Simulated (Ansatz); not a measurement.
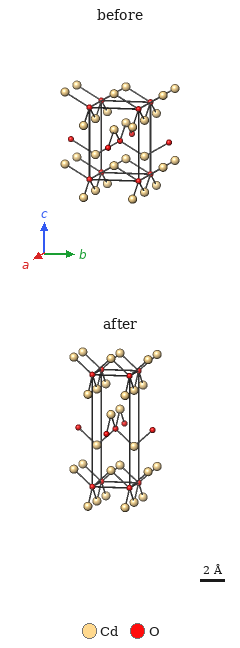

The structure of solid Cd₂O (built on the tetragonal zirconia_137 type) (coarse preliminary run) before (top) and after (bottom) a relaxation, at one scale.

A ball-and-stick model of the cell of the calculation, seen slightly off an axis.

Case: anti-tetragonal zirconia type (P4_2/nmc, No. 137).

All numbers below come from DFT r2SCAN, scalar-relativistic, plane waves, PAW (Ansatz 0.2.0).

Input
```yaml
crystal:
  lattice:
    - [4.3446361841, 0.0, 0.0]
    - [0.0, 4.3446361841, 0.0]
    - [0.0, 0.0, 6.2546040225]
  atoms:
    - { symbol: Cd, position: [0.0, 0.5, 0.203] }
    - { symbol: Cd, position: [0.0, 0.5, 0.703] }
    - { symbol: Cd, position: [0.5, 0.0, 0.297] }
    - { symbol: Cd, position: [0.5, 0.0, 0.797] }
    - { symbol: O, position: [0.0, 0.0, 0.0] }
    - { symbol: O, position: [0.5, 0.5, 0.5] }
basis:
  ecutwfc: 500
kpoints:
  mp_grid: { grid: [4, 4, 4] }
hamiltonian:
  xc: r2scan
scf:
  occupations: { method: gaussian, width: 0.1 }
  lower_state_search: "off"
output:
  forces: true
  stress: true
  eigenvalues: true
relax:
  adjacent_minimum: "off"
  f_tol: 0.04
  max_steps: 70
  cell: { stress_tol: 0.4 }
```

Command:
```bash
ansatz run input.yaml --threads 1 --pin off --max-ram 2560MiB --backend cpu --events-out ev --progress --plain --runs-dir out
```

Question: Describe what moved and what it gained.

Answer: After 17 accepted moves (20 points after the start) the energy has fallen by 401 meV per atom. Largest force component: 0.3 eV/Å at the start, 0.0027 eV/Å at the end. The pressure goes from −8.65 to 0.11 GPa. The line search rejected the trial step at point 12 of the run. The SCF was repeated twice at an unchanged geometry on a basis and grid sized afresh for the cell, which shifted the energy by 38.0 meV per atom at most. The largest moves relative to the cell, 0.50 Å, are those of Cd1, Cd2, Cd3 and Cd4. Cd1 goes along −c. O stays in place. Cell: a = b 4.345 → 3.291 Å (−24.2 %), c 6.255 → 9.738 Å (+55.7 %). Volume −10.7 %. Near-neighbour distances that change, for instance: Cd1–O5 2.516 → 2.208 Å. Bond angles that change, for instance: O5–Cd1–O5 119.4° → 96.3°, Cd1–O5–Cd1 119.4° → 96.3°, Cd1–O5–Cd4 104.8° → 116.4°. The space group stays P4_2/nmc (No. 137). The run took roughly 10 core-minutes on a shared host.
